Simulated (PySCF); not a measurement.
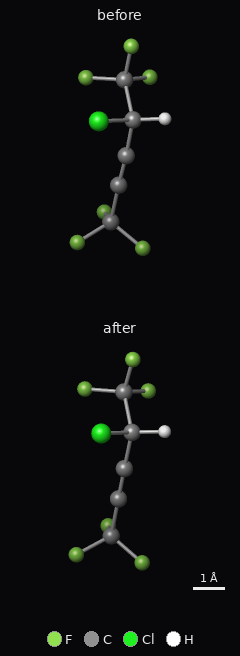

The structure of C₅HClF₆ before (top) and after (bottom) a relaxation, at one scale.

Style: ball-and-stick. Shown from a free direction.

The start comes from GFN2-xTB.

Theory: PBE0-D3(BJ)/def2-SVP geometry optimisation, gas phase (PySCF 2.14.0, density-fitted response routines). 

**What changed between the two?**

An F atom moves most after the best rigid fit: 0.12 Å. By element the largest moves are F 0.12 Å, Cl 0.10 Å, H 0.07 Å, C 0.06 Å. Some distances before and after: C–Cl 1.800 → 1.784 Å, C–C 1.440 → 1.450 Å, C–C 1.461 → 1.471 Å, C–C 1.199 → 1.207 Å. Among the angles between lasting bonds that change: C–C–C 177.1° → 179.3°. The energy falls by 1.08 kcal/mol in 7 geometry steps. The largest force component goes from 1 to 0.014 eV/Å. The run took roughly 5 core-minutes on a shared host.
